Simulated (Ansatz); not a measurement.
Input

```
crystal:
  periodic: [false, false, false]
  atoms:
    - { symbol: Si, position_ang: [0.0, 0.0, 0.0] }
    - { symbol: F, position_ang: [1.72, 0.0, 0.0] }
    - { symbol: F, position_ang: [-1.72, 0.0, 0.0] }
    - { symbol: F, position_ang: [0.0, 1.72, 0.0] }
    - { symbol: F, position_ang: [0.0, -1.72, 0.0] }
    - { symbol: F, position_ang: [0.0, 0.0, 1.72] }
    - { symbol: F, position_ang: [0.0, 0.0, -1.72] }
total_charge: -2
basis:
  gaussian: { orbitals: def2-SVP }
hamiltonian:
  xc: b3lyp
relax:
  f_tol: 0.004
  max_steps: 200
output:
  orbitals: {}
```

Command:

```sh
ansatz run input.yaml --threads 4 --pin off --max-ram 8192MiB --backend cpu --events-out ev --progress --plain --runs-dir out
```

The fields are those of the relaxed geometry.

The highest occupied orbital lies above zero, a sign that basis and functional describe the outermost electron poorly.

All numbers below come from DFT B3LYP, Gaussian basis def2-SVP (Ansatz).

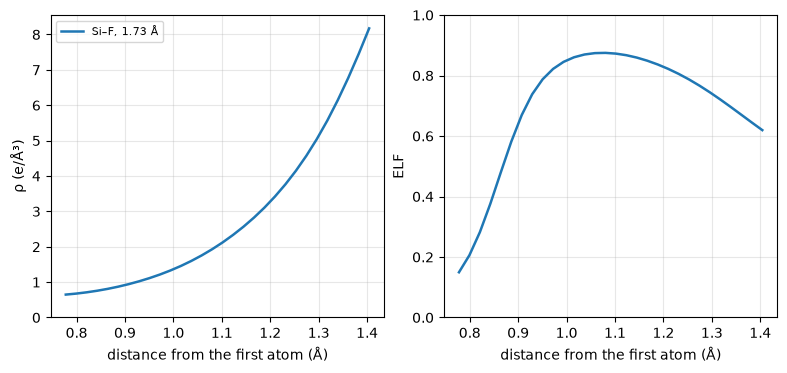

F6Si (charge −2). Total electron density and electron localisation function along straight lines between neighbouring atoms. The curves leave out the atomic cores.

What can be read from the curves?

Answer. Si–F (1.73 Å): ρ is about 0.81 e/Å³ halfway; the ELF peaks at about 0.85 in the valence shell of F, 0.6 Å from its nucleus, and is about 0.50 at the midpoint.
